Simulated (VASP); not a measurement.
Band structure of Li$_{3}$Cd (space group Fm-3m). These are PBEsol GGA, VASP's PBE PAW potentials (set 64) (plane waves; VASP) values and carry that method's errors.

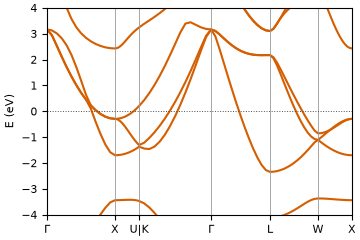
Bands along high-symmetry lines, zero at the valence-band maximum or, without a gap, the Fermi level

Question: Read the plot: is there a gap, and where are the band edges?

Answer: It has no gap at this level: it comes out as a metal or semimetal. (Edges off the drawn lines would not show.)

The structure comes from a computed database's Li3Cd entry (Fm-3m); how it stands against other phases isn't given here. It was relaxed first. The electron count is odd and the run is not spin-polarised, which forces a metal.
